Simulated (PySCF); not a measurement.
**C7H16Si2: density, localisation and related maps**

```json
{"atom": "C", "x (Å)": "2.3516", "y (Å)": "0.1370", "z (Å)": "0.5932"}
{"atom": "C", "x (Å)": "1.0247", "y (Å)": "0.4383", "z (Å)": "-0.1024"}
{"atom": "C", "x (Å)": "0.2910", "y (Å)": "1.5986", "z (Å)": "0.6080"}
{"atom": "C", "x (Å)": "-1.1067", "y (Å)": "1.0719", "z (Å)": "0.9592"}
{"atom": "C", "x (Å)": "-0.8319", "y (Å)": "-0.4183", "z (Å)": "1.1481"}
{"atom": "C", "x (Å)": "0.0114", "y (Å)": "-0.7359", "z (Å)": "-0.0915"}
{"atom": "C", "x (Å)": "0.6387", "y (Å)": "-2.1214", "z (Å)": "-0.0395"}
{"atom": "Si", "x (Å)": "-1.1863", "y (Å)": "-0.5181", "z (Å)": "-1.5941"}
{"atom": "Si", "x (Å)": "-2.2778", "y (Å)": "1.2329", "z (Å)": "-0.5528"}
{"atom": "H", "x (Å)": "2.9020", "y (Å)": "-0.6426", "z (Å)": "0.0717"}
{"atom": "H", "x (Å)": "2.1922", "y (Å)": "-0.1768", "z (Å)": "1.6228"}
{"atom": "H", "x (Å)": "2.9696", "y (Å)": "1.0338", "z (Å)": "0.6044"}
{"atom": "H", "x (Å)": "1.2638", "y (Å)": "0.7166", "z (Å)": "-1.1351"}
{"atom": "H", "x (Å)": "0.8275", "y (Å)": "1.8652", "z (Å)": "1.5217"}
{"atom": "H", "x (Å)": "0.2507", "y (Å)": "2.4948", "z (Å)": "-0.0131"}
{"atom": "H", "x (Å)": "-1.4886", "y (Å)": "1.5411", "z (Å)": "1.8677"}
{"atom": "H", "x (Å)": "-0.2539", "y (Å)": "-0.5930", "z (Å)": "2.0610"}
{"atom": "H", "x (Å)": "-1.7407", "y (Å)": "-1.0216", "z (Å)": "1.2102"}
{"atom": "H", "x (Å)": "1.2710", "y (Å)": "-2.2918", "z (Å)": "-0.9090"}
{"atom": "H", "x (Å)": "1.2379", "y (Å)": "-2.2644", "z (Å)": "0.8583"}
{"atom": "H", "x (Å)": "-0.1433", "y (Å)": "-2.8793", "z (Å)": "-0.0398"}
{"atom": "H", "x (Å)": "-1.9364", "y (Å)": "-1.7652", "z (Å)": "-1.7973"}
{"atom": "H", "x (Å)": "-0.4108", "y (Å)": "-0.2928", "z (Å)": "-2.8205"}
{"atom": "H", "x (Å)": "-3.6695", "y (Å)": "1.0288", "z (Å)": "-0.1288"}
{"atom": "H", "x (Å)": "-2.1971", "y (Å)": "2.5866", "z (Å)": "-1.1147"}
```

Geometry: GFN2-xTB.

All numbers below come from PBE0/pcSseg-1, SCF density, gas phase, non-relativistic (PySCF).

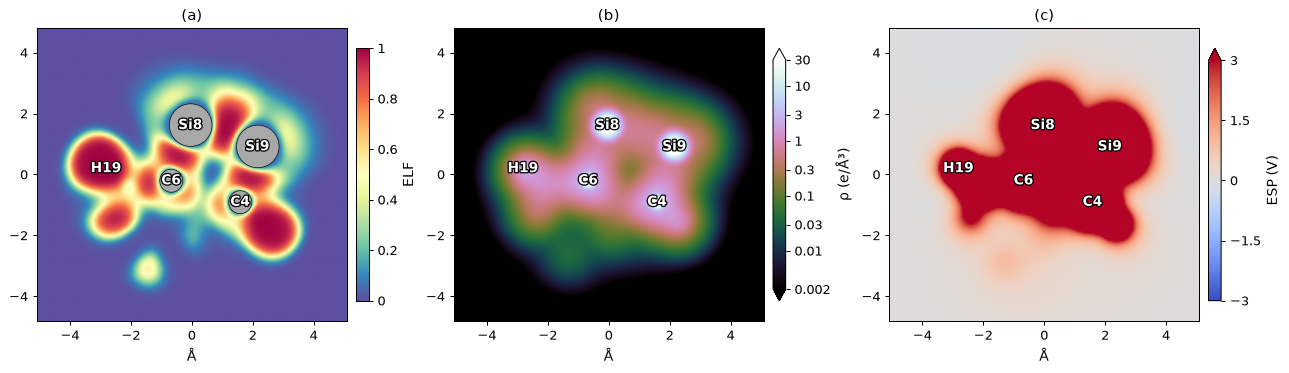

Figure 1. (a) ELF; (b) total electron density; (c) molecular electrostatic potential on the plane of atoms C6, Si8 and Si9. Grey discs cover the atomic cores in the ELF map.

What does the map show?

Atoms in the plane: C, Si and H.
C–Si (1.92 Å): ρ at the midpoint is about 0.9 e/Å³; the ELF peaks at about 0.95 between the atoms, as expected for a covalent bond.
Si–Si (2.31 Å): the density is about 0.64 e/Å³ at the midpoint; the ELF peaks at about 1 between the atoms; a shared electron pair.
The potential has no marked negative region in this plane.

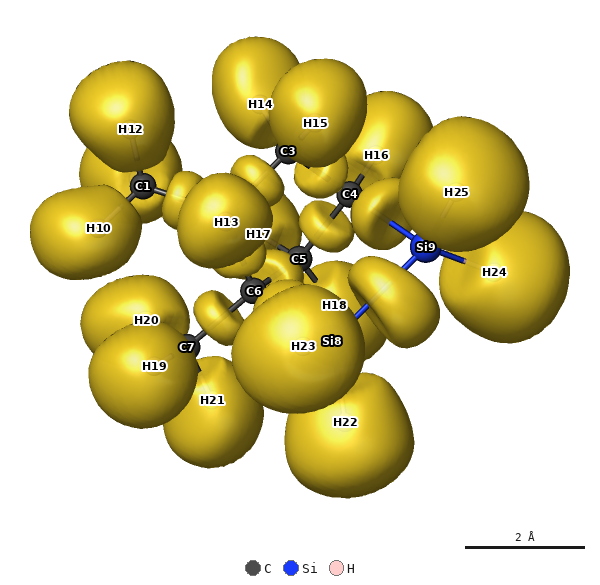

Figure 2. Isosurface of the electron localisation function at 0.75 (yellow), seen across its widest extent. Only the valence region is drawn (cores and ρ < 0.01 e/Å³ removed).

Where are the electrons localised?

The surface consists of seven regions between bonded C–C atoms (shared pairs), two regions between bonded C–Si atoms (shared pairs), one region between bonded Si–Si atoms (shared pairs) and 16 regions around hydrogen nuclei. Profiles from the grid: C–C (1.52 Å): the ELF peaks at about 0.95 between the atoms: a covalent bond.

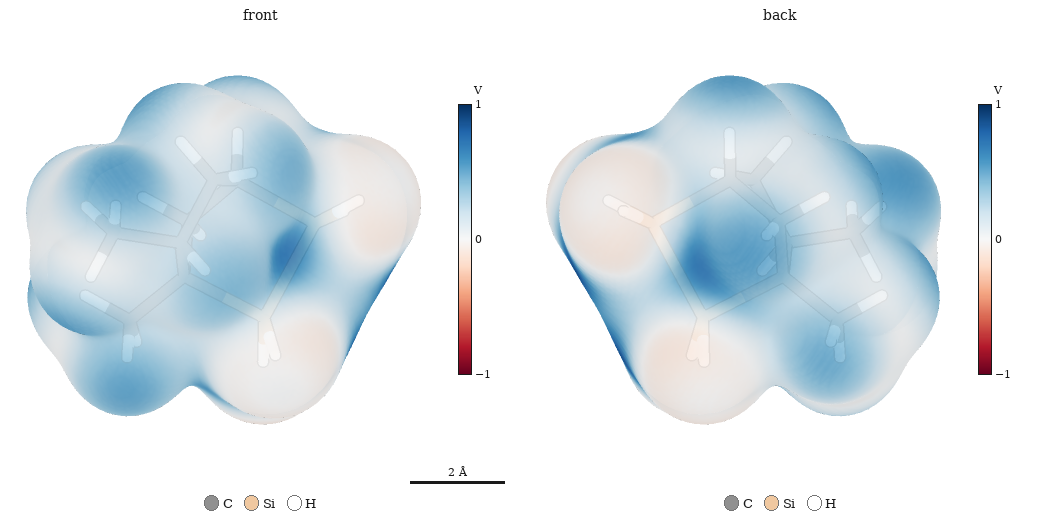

Figure 3. The electrostatic potential painted on the density surface at 0.002 e/bohr³, seen from the front and from behind; red is negative and blue positive.

Where is the surface potential most negative and most positive?

The most negative region (about −0.1 V) lies over H22, H23, H24 and H25, the most positive (about +0.8 V) over Si8 and Si9.

What dipole moment does the calculation give?

Its dipole moment is 0.80 D.
